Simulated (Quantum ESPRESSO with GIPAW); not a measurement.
# 13C and 15N NMR of AsC3N3, calculated, part 2 of 2

Wanted: NMR shieldings for each site of AsC3N3.

Quantum ESPRESSO with GIPAW; PBE.

So far. Step 2 (Self-consistent run): It converged in 15 cycles to an estimated accuracy of 4e-11 Ry, on 17 irreducible k-points.

## 3. GIPAW: job nmr (continued)

Level of this step: DFT, PBE, plane-wave PAW (pslibrary 1.0.0 recipes), scalar-relativistic, GIPAW shieldings (Quantum ESPRESSO with GIPAW).

The f-sum rule is met to 0.016 of 68.0 (0.02 %). Converged shieldings require that this miss be small, but a small miss does not prove them.

From the symmetric part of each tensor, with principal values σ11 ≤ σ22 ≤ σ33: σ_iso is their mean, the span is σ33 − σ11 and the skew 3(σ_iso − σ22)/span. (gipaw.x prints an anisotropy in another convention.)

```
site  atom no.  atoms in cell  σ_iso (ppm)  span (ppm)  skew
  As         1              2         1643         156  0.85
N(1)         3              2        -68.1       538.5  0.96
N(2)         5              2        -63.1       526.9  0.98
N(3)         7              2        -66.7       530.1  0.96
C(1)         9              2         41.4       343.7  0.98
C(2)        11              2         42.7       343.8  0.99
C(3)        13              2         40.5       343.1  1.00
```

The macroscopic shape term is switched off. For a spherical sample the valence susceptibility of this run would add about 6 ppm to every site, a rough estimate, since the susceptibility converges slowly and lacks part of the PAW terms. Differences within the crystal don't depend on it, but shieldings of different compounds can't be compared to better than a few ppm without it.

In this run the largest span is that of N(1) (site symmetry 1), with principal values -251.3, -240.2 and 287.2 ppm. On N(1) the most shielded direction lies along its short bond to C: a field along the bond can't mix the bonding orbital with those across it, so the paramagnetic term is smallest there. On N(2) the most shielded direction lies along its short bond to C: a field along the bond can't mix the bonding orbital with those across it, so the paramagnetic term is smallest there.

How the isotropic values are made up (ppm). The core part is that of the free atom's core; bare is the current of the smooth valence states; the last two are what the PAW spheres add to the diamagnetic and the paramagnetic current:

```
site    core   bare  reconstruction, dia  reconstruction, para
  As  2541.0   39.9                306.6               -1244.9
N(1)   235.8  -65.6                  5.6                -243.9
N(2)   235.8  -63.7                  5.7                -240.9
N(3)   235.8  -65.2                  5.6                -242.9
C(1)   200.5  -51.5                  4.6                -112.2
C(2)   200.5  -50.8                  4.6                -111.5
C(3)   200.5  -51.8                  4.6                -112.8
```

75As also has a quadrupolar coupling here. It is not given: on PAW files the efg job of this gipaw.x leaves out the augmentation charge of neighbouring atoms and can miss by tens of per cent.

## 4. NMR parameters by site

Covalently bonded atoms count as neighbours within 1.18 times the sum of their radii. Otherwise a cation's neighbours lie within 1.2 times its shortest bond (1.3 for large cations, each anion's radius taken off where they differ), and an anion's are the cations that count it.

```
site  atom no.  atoms in cell  surroundings     bonds (Å)  σ_iso (ppm)
  As         1              2          AsC3  1.97 to 1.98         1643
N(1)         3              2    bound to C         1.165        -68.1
N(2)         5              2    bound to C         1.163        -63.1
N(3)         7              2    bound to C         1.164        -66.7
C(1)         9              2          CNAs  1.16 to 1.97         41.4
C(2)        11              2          CNAs  1.16 to 1.98         42.7
C(3)        13              2          CNAs  1.17 to 1.97         40.5
```

The 3 N sites spread over 5.0 ppm in shielding, from N(1) (least shielded) to N(2). The 3 C sites spread over 2.2 ppm in shielding, from C(3) (least shielded) to C(2).

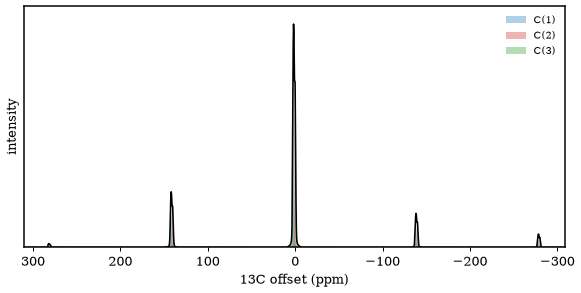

Simulated spectrum: 13C MAS at 30 kHz, 20 T (214.2 MHz), lines broadened by 1.4 ppm; the axis counts ppm from the isotropic position of C(2), as −Δσ; rigid lattice, with dipolar and J couplings left out. Lines over 1.5 % of the strongest (ppm: area): 282.4: 0.02, 281.5: 0.02, 280.2: 0.02, 142.3: 0.25, 141.4: 0.25, 140.1: 0.25, 2.2: 1.00, 1.3: 1.00, 0.0: 1.00, -137.9: 0.15, -138.7: 0.15, -140.1: 0.15, -277.9: 0.06, -278.8: 0.06, -280.2: 0.06. Spinning sidebands lie 140.1 ppm apart.

At this broadening the 3 sites give 1 resolved isotropic line.

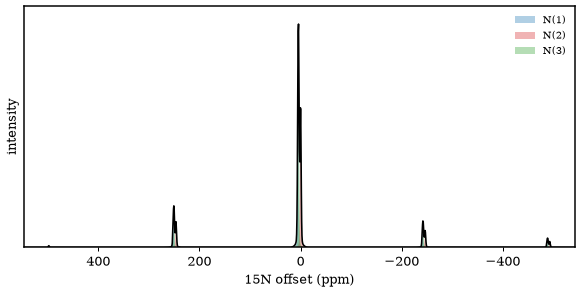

Simulated spectrum: 15N MAS at 15 kHz, 14.1 T (60.9 MHz), lines broadened by 2.5 ppm; the axis counts ppm from the isotropic position of N(2), as −Δσ; rigid lattice, with dipolar and J couplings left out. Lines over 1.5 % of the strongest (ppm: area): 250.7: 0.18, 246.4: 0.09, 4.3: 1.00, 0.0: 0.50, -242.1: 0.12, -246.4: 0.06, -488.5: 0.04, -492.8: 0.02. Spinning sidebands lie 246.4 ppm apart.

At this broadening the 3 sites give 2 resolved isotropic lines.

## 5. What the settings change

Each row names what was changed: another cutoff tests the basis.

Changes of σ_iso (ppm) against the run above (PBE, cutoffs 55 and 340 Ry, mesh 4×4×3, 1.8 h). Times are CPU times of pw.x and gipaw.x together, on 4 MPI ranks of Arm Neoverse V2, shared host; on a shared host they are rough.

```
                                      run  CPU time  f-sum miss    As  N(1)  N(2)  N(3)  C(1)  C(2)  C(3)
cutoffs 45 and 340 Ry (coarse on purpose)    66 min      0.0074  +2.1  -0.2  -0.2  -0.2  -0.1  -0.1  -0.1
```

## 6. Summary of results

| Item | Value |
| --- | --- |
| 13C shielding without shape term | 40.5, 41.4, 42.7 ppm |
| 15N shielding without shape term | -68.1, -66.7, -63.1 ppm |
| 75As shielding without shape term | 1643 ppm |

In words: 13C has 3 sites, in the ratio 1:1:1: C(3) (CNAs) at a shielding of 40.5, C(1) (CNAs) at a shielding of 41.4 and C(2) (CNAs) at a shielding of 42.7 ppm, shape term left out. A shift needs a reference, δ = σ_ref − σ, fixed on measured compounds; for 13C of this kind at this level too few were at hand, or they scattered too widely about a line, so none is given. A finer mesh and a higher cutoff were not carried through on these files. The cheaper run with cutoffs 45 and 340 Ry takes about 60 % of the time and is off by 0.088 ppm on C(1), and by 2.2 ppm at most. This build of gipaw.x prints that it is not audited and that its numbers are no references by themselves. It also reports spline_ps as false although the input sets it; why was not traced.

[Banner, clock, file and message-heading lines were taken out of the pw.x and gipaw.x logs.]

[Logs are printed without paths, hosts, clocks, repeated set-up lines and the standing remarks that a program may print on its own settings, such as how far it seeks lower states.]

[Hosts, paths, dates, database ids (printed as entryN), source tags and the programs' standing remarks are cut or masked in the printed files.]

[Where no reference line passes its bar on scatter, no shift is given, so a measured shift of this compound may stand uncompared.]
